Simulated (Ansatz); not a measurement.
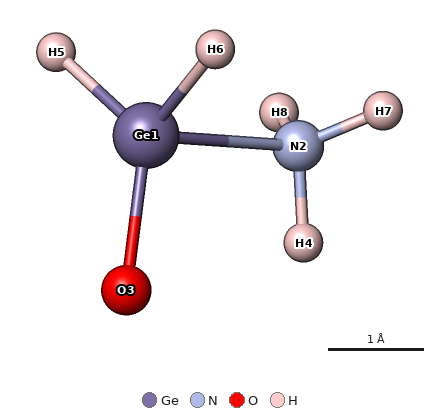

**Figure 1.** The structure (ball-and-stick view, seen at a tilt; atoms are numbered from 1 in the order of the input). Sticks mark near contacts. Bond lengths as drawn: Ge–H 1.55 Å, Ge–N 2.14 Å, Ge–O 1.66 Å and H–N 1.01 to 1.02 Å.

**GeNH5O: single-point calculation**

- system: GeNH5O
- method: RKS PBE0-D4/def2-TZVPP (Ansatz 0.2.0)

The geometry is the product side of a reaction. The reaction was set up to form N2–H4 and to break Ge1–N2 and O3–H4 (atoms counted from 1 in the order of the input); sticks are drawn by distance alone. The geometry comes from this level: PBE0-D4/def2-TZVP.

**The program's output**
```
Functional definition: PBE0
  name "PBE0"
  cite "Adamo & Barone, J. Chem. Phys. 110, 6158 (1999) doi:10.1063/1.478522"
  cite "Perdew, Burke & Ernzerhof, Phys. Rev. Lett. 77, 3865 (1996) doi:10.1103/PhysRevLett.77.3865"
  parent pbe
  parameter a = 0.25
  parameter kappa = 0.804
  parameter beta = 0.06672455060314922
  exchange = (1 - a)*pbe_x(kappa = kappa, mu = beta*pi^2/3) + a*exact_x
  correlation = pbe_c(beta = beta)
1002 factors; their error is unknown
mean field evaluation 1: about -60115.2055 eV, gradient 8.1e1 eV
mean field evaluation 2: about -60017.8871 eV, gradient 1.9e2 eV
mean field evaluation 4: about -60126.1120 eV, gradient 1.6e1 eV
mean field evaluation 8: about -60126.5597 eV, gradient 1.1e-1 eV
mean field evaluation 16: about -60126.8370 eV, gradient 1.5e-4 eV
mean field -60126.83701521 eV, -2209.6205048750 hartree, gradient 2.9e-5 eV, S^2 0.000000; 0 other end points of the search recorded, 0 dependent functions left out
reference -60126.83704071 eV, -2209.6205058123 hartree; 26, 26 occupied and 154, 154 virtual orbitals, 1002 factors
Total energy: -60126.93675970 eV, -2209.6241704175 hartree
```

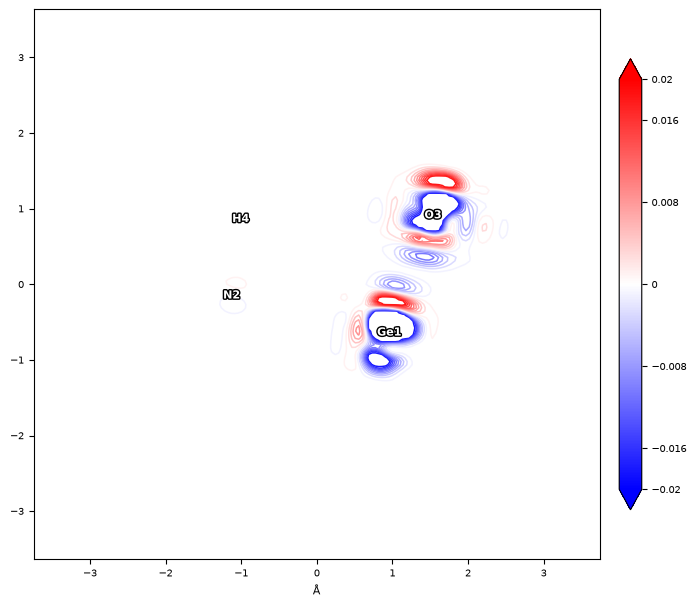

**Figure 2.** One frontier orbital on the plane of atoms Ge1, N2 and H4 (values in Å⁻³ᐟ²; the overall sign is arbitrary). The HOMO, at −6.26 eV.

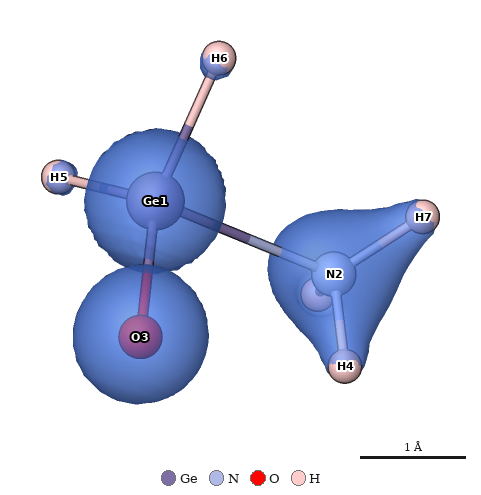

**Figure 3.** Isosurface of the electron density at 1.5 e/Å³ (blue), seen at an oblique angle. At this value the surface falls into five separate pieces. It is pinched off along the Ge–O (1.66 Å), Ge–N (2.14 Å) and Ge–H (1.55 Å) contacts. On the grid the lowest density along these lines, outside the cores, is 1.3 e/Å³ (Ge–O, 1.66 Å), 0.49 e/Å³ (Ge–N, 2.14 Å), 2.3 e/Å³ (N–H, 1.01 Å) and 0.88 e/Å³ (Ge–H, 1.55 Å).

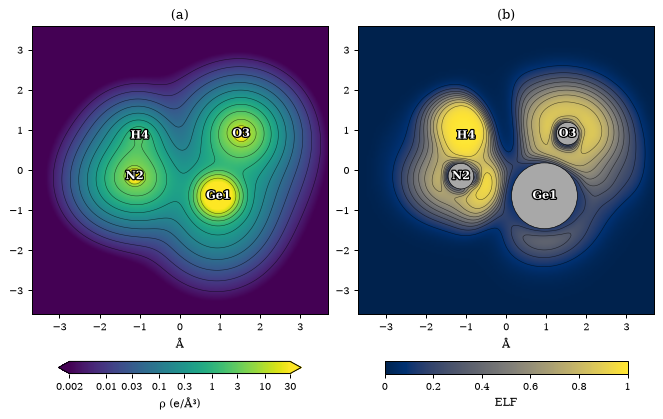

**Figure 4.** (a) total electron density; (b) electron localisation function on the plane of atoms Ge1, N2 and H4. Grey discs, where drawn, cover atomic cores. Atoms in the plane: Ge, N, O and H. Ge–N (2.14 Å): ρ is about 0.51 e/Å³ halfway; the ELF peaks at about 0.95 in the valence shell of N, 0.6 Å from its nucleus, and is about 0.45 at the midpoint.

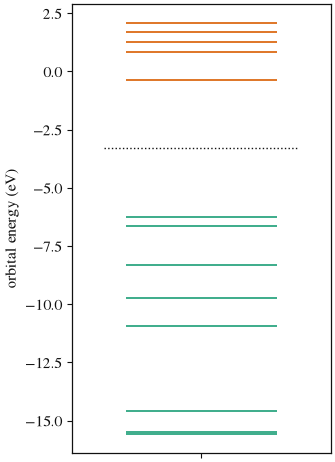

**Figure 5.** Orbital energies near the frontier; the dotted line parts filled from empty levels, and levels within 0.02 eV of each other stand side by side. Highest filled −6.26 eV, lowest empty −0.35 eV, 5.91 eV apart.

The run was set up as follows.

**The input**
```yaml
crystal:
  periodic: [false, false, false]
  atoms:
    - {symbol: Ge, position_ang: [-1.115350, 0.126307, 0.039436]}
    - {symbol: N, position_ang: [1.011778, -0.099087, -0.013017]}
    - {symbol: O, position_ang: [-1.453600, -0.763031, -1.314851]}
    - {symbol: H, position_ang: [1.045504, -0.673310, -0.854118]}
    - {symbol: H, position_ang: [-1.135496, 1.679179, 0.067209]}
    - {symbol: H, position_ang: [-1.321613, -0.406957, 1.483622]}
    - {symbol: H, position_ang: [1.423622, -0.612846, 0.758537]}
    - {symbol: H, position_ang: [1.545152, 0.749845, -0.166920]}
basis:
  gaussian: {orbitals: def2-TZVPP}
hamiltonian: {xc: pbe0, dispersion: d4}
output: {orbitals: {seedname: orbitals}}
```

Launch command:
```bash
ansatz run in.yaml --threads 4 --pin off --events-out ev --progress --plain --max-ram 9574MiB
```

**Results in brief**

- outcome: converged
- total energy: −60126.9368 eV
- mean-field energy: −60126.8370 eV
- dispersion energy: −0.0997 eV
- SCF solution under orbital rotations: stable
- HOMO: −6.26 eV
- LUMO: −0.35 eV
- hardware: 4 threads of Arm Neoverse V1, 23 GiB of memory available, shared host
- wall time: 1.6 s (CPU time 5.5 s)
- peak memory: 0.4 GiB
